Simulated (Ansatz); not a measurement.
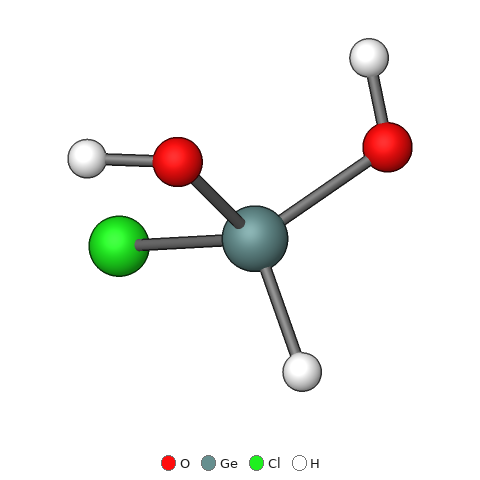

Structure of GeH₃O₂Cl, SMILES [OH][GeH]([OH])[Cl], singlet.

Kohn-Sham orbital energies near the frontier, revPBE/def2-TZVPP, the Ansatz code, at a PBE0-D4/def2-TZVP geometry (a minimum by its frequencies), isolated molecule; empty levels in grey, levels within 0.03 eV side by side.

Q: Where do the frontier orbitals lie?

A: HOMO at −7.49 eV, LUMO at −1.02 eV, 6.46 eV apart.

Q: How far below the HOMO does the next level lie?

A: 0.15 eV.

Q: List the levels.

A:
```csv
orbital,energy (eV)
LUMO+5,1.94
LUMO+4,1.49
LUMO+3,1.16
LUMO+2,−0.05
LUMO+1,−0.12
LUMO,−1.02
HOMO,−7.49
HOMO−1,−7.64
HOMO−2,−7.74
HOMO−3,−8.00
HOMO−4,−8.86
HOMO−5,−9.01
HOMO−6,−9.96
HOMO−7,−11.29
HOMO−8,−12.46
HOMO−9,−14.53
```

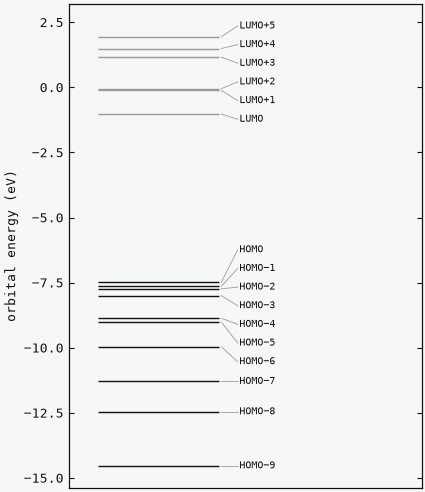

Known limits of this run: no scalar relativity up to krypton; empty levels above zero depend strongly on the basis.
